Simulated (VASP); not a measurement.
Band structure of CdSe (zinc blende). All values below come from MS2 meta-GGA, VASP's PBE PAW potentials (set 64) (plane waves; VASP).

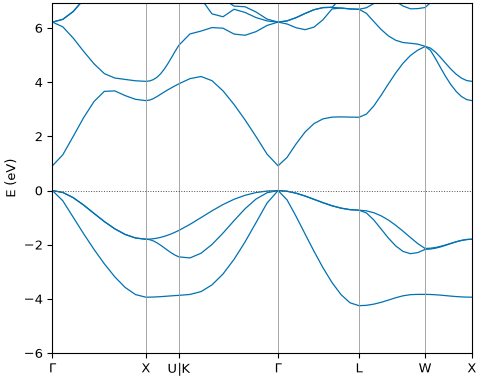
Figure. Bands along high-symmetry lines, zero at the valence-band maximum or, without a gap, the Fermi level

Read the plot: is there a gap, and where are the band edges?

The gap is direct, 0.92 eV, from the valence maximum at Γ to the conduction minimum at Γ.

The compound is CdSe in the zinc blende structure, whereas wurtzite is the usual form. It was relaxed first.
